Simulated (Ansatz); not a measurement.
Three curves of one kind of scan: energy against volume (even scaling of the relaxed cell, symmetry kept). The numbers are results of r2SCAN (plane waves to 500 eV, PAW, scalar-relativistic; Ansatz, a quantum-chemistry and plane-wave program), not measurements. Each is measured from its own zero (the relaxed starting cell). 

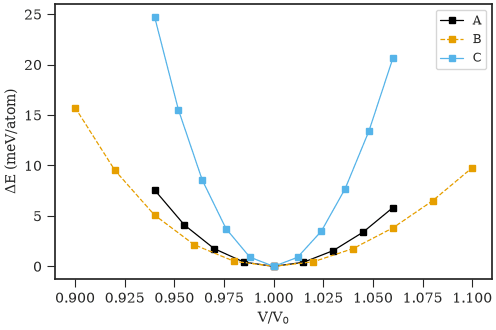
*Curves A, B and C.*

```
V/V₀   ΔE (meV/atom)
-----  -------------
0.940            7.6
0.970            1.8
1.000            0.0
1.030            1.6
1.060            5.8
```

Task: Which curve does this table belong to?

Result: Curve A, which is CaHBr (space group P4/nmm). The others: B is MgCrF$_{6}$ (space group R-3); C is Ti₃Al (D019 type, space group P6_3/mmc).

All were relaxed with their symmetry unable to fall. MgCrF6 is run spin-polarised and with no Hubbard U. Relaxed MgCrF6 ends ferromagnetic. Ti3Al is run without spin polarisation. The magnetic order is the one the run started from; other orders were not tried. (This holds for the magnetic or f-shell members.)

(Under strain, the slope of the energy per volume gives the stress and its curvature an elastic modulus.)
